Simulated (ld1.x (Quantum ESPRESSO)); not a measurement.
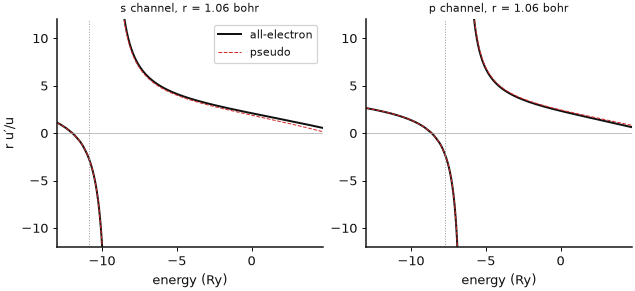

Logarithmic derivatives r u′/u at the test radius against energy, all-electron atom (solid) and pseudo-atom (dashed). Here u = r R(r). The dotted line marks the reference energy of the channel.

- Element: silicon
- Generator: ld1.x (Quantum ESPRESSO) 7.5
- Type: norm-conserving Troullier–Martins (Kleinman–Bylander form)
- Functional: PBEsol
- Relativity: non-relativistic
- Frozen core: [He]
- Valence charge: 12
- Reference configuration: 2s2 2p6 3s2 3p1 (charge +1)
- Partial waves: 2s (bound): rc 0.90 bohr; 2p (bound): rc 0.55 bohr
- Local potential: all-electron potential smoothed inside 0.96 bohr (lloc = -1)
- Core correction: none

### Where do the curves cross zero?

s: all-electron -12.0 Ry, pseudo -12.0 Ry; p: all-electron -8.6 Ry, pseudo -8.6 Ry.

### List the energies at which the logarithmic derivative diverges.

s: all-electron at -9.4 Ry, pseudo at -9.4 Ry; p: all-electron at -6.5 Ry, pseudo at -6.4 Ry.

### What does the plot say about ghosts?

The plot shows none: pseudo and all-electron curves have the same branches in all channels drawn. The separate test gives: no ghost state below the valence levels in the s, p channels.

The potential isn't sound: the pseudo-atom misses its own reference levels by up to 0.45 eV.
